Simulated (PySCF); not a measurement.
# CuO(OH)₂: quartet, from a trigonal planar start

Where does quartet CuO(OH)₂ go from a trigonal planar start, is the end point a minimum, and what are its modes, charges and moments?

Computed with PySCF 2.14.0. Level: PBE0, basis Cu def2-TZVP, O def2-TZVP, H def2-TZVP, no relativity, density fitting.

## 1. Where the work starts

6 atoms, charge 0, spin multiplicity 4.

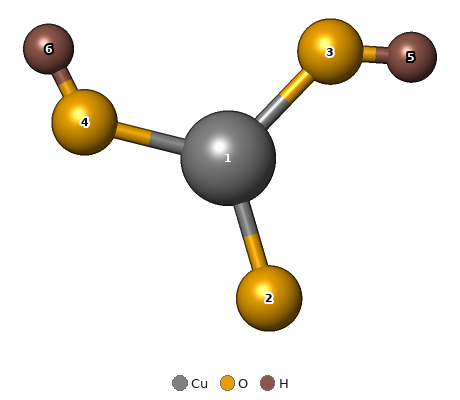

As it starts; copper grey, oxygen amber, hydrogen brown; atoms are numbered from 1 in the order of the file.

Z-matrix (Å, degrees; charge 0 multiplicity 4):
```
Cu
O  1 1.7200
O  1 1.7500 2 120.00
O  1 1.7500 2 120.00 3 180.00
H  3 0.9600 1 130.00 2 0.00
H  4 0.9600 1 130.00 2 180.00
```

## 2. First SCF at the start

One driver script runs all steps and calls PySCF; scf.py shows how it sets up the SCF of each step. The optimiser is the driver's own. After this first run the driver tries any further starts and a stability analysis.

scf.py reads:

```python
from pyscf import gto, scf, dft
mol = gto.M(atom='''
Cu     0.000000     0.000000     0.000000
O      1.720000     0.000000     0.000000
O     -0.875000     1.515500     0.000000
O     -0.875000    -1.515500     0.000000
H     -0.546700     2.417600     0.000000
H     -1.820400    -1.682200     0.000000''',
    basis={'Cu': 'def2-TZVP', 'O': 'def2-TZVP', 'H': 'def2-TZVP'},
    charge=0, spin=3)
mf = dft.UKS(mol, xc='PBE0')
mf.grids.atom_grid = (50, 194)
aux = {'Cu': 'def2-universal-JKFIT', 'O': 'def2-universal-JKFIT', 'H': 'def2-universal-JKFIT'}
mf = mf.density_fit(auxbasis=aux)
mf.conv_tol = 1e-08
mf.diis_space = 10
mf.max_cycle = 60
mf.init_guess = 'minao'
mf.verbose = 4
mf.kernel()
```

Launch:

```console
$ OMP_NUM_THREADS=4 python axn.py task.json out
```

After this run come: Relaxing the quartet from the trigonal planar start; Frequencies; Downhill along the imaginary mode; Is it a minimum? Harmonic modes.

What does the calculation give? Wanted: minimum; geometry; wavenumbers; dipole moment; highest occupied, lowest empty level; polar-tensor charge of Cu1; zero-point energy; atomisation energy; ⟨S²⟩.

**Answer**, as computed:

| quantity | value |
| --- | --- |
| minimum | quartet, Cs |
| geometry | Cu–O 1.757 Å, Cu–O 1.771 Å (×2), O–H 0.963 Å (×2); Cu–O–H 114.6° (×2), O–Cu–O 118.4° (×2), O–Cu–O 123.2° |
| wavenumbers (cm⁻¹) | 95 (a''), 151 (a'), 177 (a'), 188 (a''), 317 (a'), 578 (a'), 599 (a'), 639 (a''), 748 (a''), 761 (a'), 3852 (a''), 3856 (a') |
| dipole moment | 2.49 D |
| highest occupied, lowest empty level (either spin) | -8.13, -5.01 eV |
| polar-tensor charge of Cu1 | +1.01 e |
| zero-point energy | 71.5 kJ/mol |
| entropy at 298.15 K | 343.9 J/(mol K) |
| atomisation energy (no zero-point energy) | 1500 kJ/mol |
| ⟨S²⟩ | 3.772 |

The trigonal planar start (Cs) ends in a minimum of Cs symmetry, after a stop at a second-order saddle point 27.3 kJ/mol higher, from which it was pushed off along an imaginary mode. In the infrared the band at 3852 cm⁻¹ (a'') leads. Only this shape and spin were tried, so other structures or states may lie lower. Open d and f shells are described by one determinant, and the ground state may have another occupation or spin.
